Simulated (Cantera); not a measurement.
Feed: 1 mol SiC, 2.2 mol N₂O, a varied amount of H₂, equilibrated at 2175 K and 0.140 bar.

These are equilibrium values from Cantera (NASA tables, ideal gas, pure condensed phases), not measurements of a reactor. Candidate condensed phases: C, C₆H₆, C₇H₈, C₈H₁₈, H₂O, Si, SiC, SiO₂, Si₂N₂O, Si₃N₄; 151 gas species. Equilibrium is a limit: real reactors are often held back by kinetics, nucleation or transport.

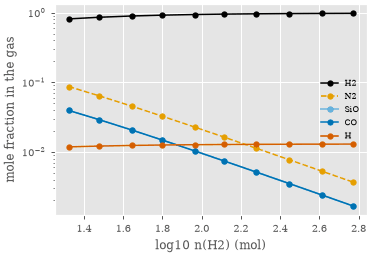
*Equilibrium gas composition (values under 1e-9 drawn at 1e-9)*

From 21 mol H₂ to 590 mol H₂ nothing is condensed. The main Si-bearing gas is SiO throughout.
